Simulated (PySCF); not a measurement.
Molecule: Si(Cl)(Me)2(Vi), SMILES C=C[Si](C)(C)Cl (C4H9ClSi). Atoms near the plane z = 0.8 Å, at the GFN2-xTB optimised geometry (x, y, z in Å): C1 (-1.5, 0.6, 0.0), C2 (-0.3, 0.2, 0.0), Si3 (0.3, -1.6, 0.0), C4 (-0.3, -2.5, 1.6), Cl6 (2.3, -1.6, 0.0), H7 (-2.3, -0.1, 0.0), H8 (-1.8, 1.6, 0.0), H9 (0.5, 0.9, 0.0), H10 (0.0, -3.6, 1.6), H11 (-1.4, -2.5, 1.6).

Method: PySCF 2.14.0 with PBE0/def2-TZVP. The values are rescaled to run from 0 to 1.

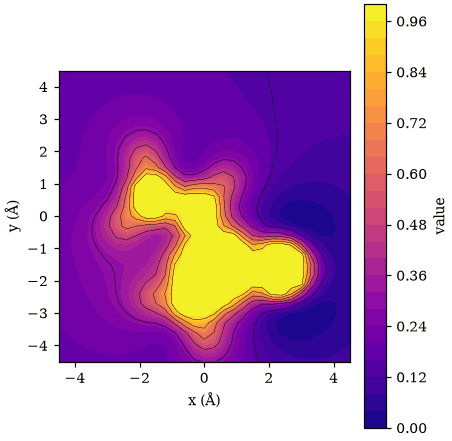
Fig. 1. a field on the plane z = 0.8 Å.

### Question
Which quantity is mapped?
(A) log10 of the electron density
(B) electrostatic potential
(C) Laplacian of the electron density
(D) deformation density (molecule minus spherical neutral atoms)

### Answer
B, electrostatic potential. In full: electrostatic potential (hartree/e), clipped to [-0.08, 0.12].
